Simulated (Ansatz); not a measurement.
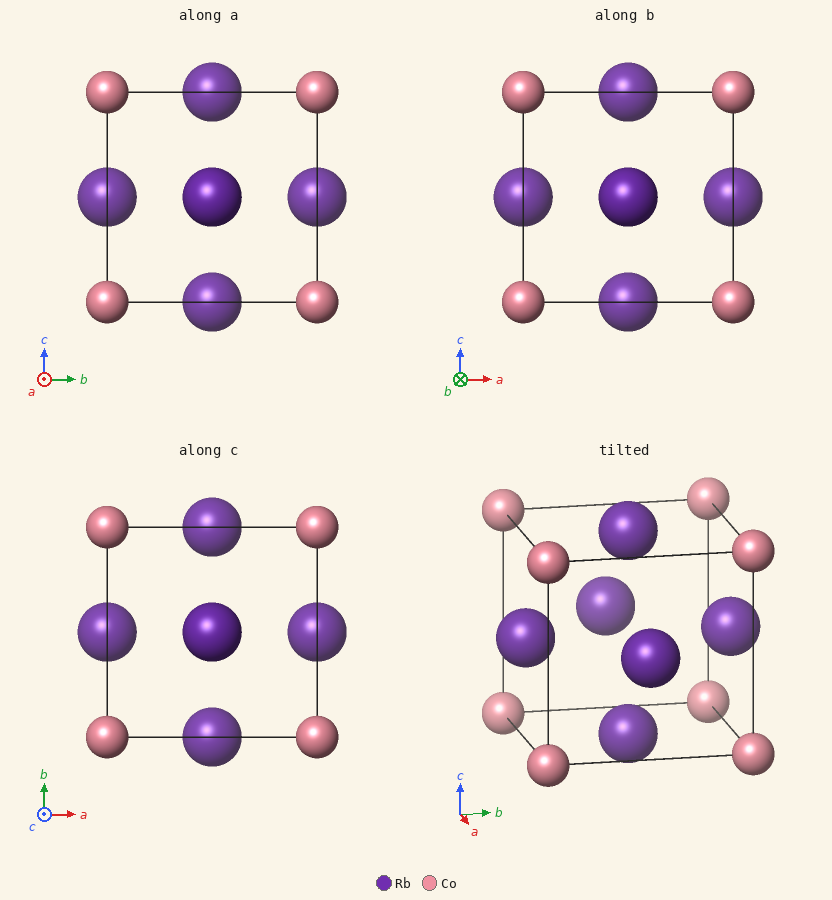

We look at a spheres-only model of the crystal along the a axis, along the b axis, along the c axis and slightly off an axis. One conventional unit cell is framed, with atoms on its boundary repeated.

Lattice parameters: a = 6.089 Å, b = 6.089 Å, c = 6.089 Å, α = 90.00°, β = 90.00°, γ = 90.00°. Put a along x and b in the xy plane.

Q: Express the structure as a POSCAR file.

A:
```
Rb Co
1.0
     6.089    0.000    0.000
     0.000    6.089    0.000
     0.000    0.000    6.089
Rb Co
3 1
Direct
  0.0000 0.5000 0.5000
  0.5000 0.0000 0.5000
  0.5000 0.5000 0.0000
  0.0000 0.0000 0.0000
```

Its origin is a structure type filled with these elements by a generator (whether the compound takes this form wasn't checked). The final geometry of a relaxation with DFT PBE, scalar-relativistic, plane waves, PAW (Ansatz) is shown.
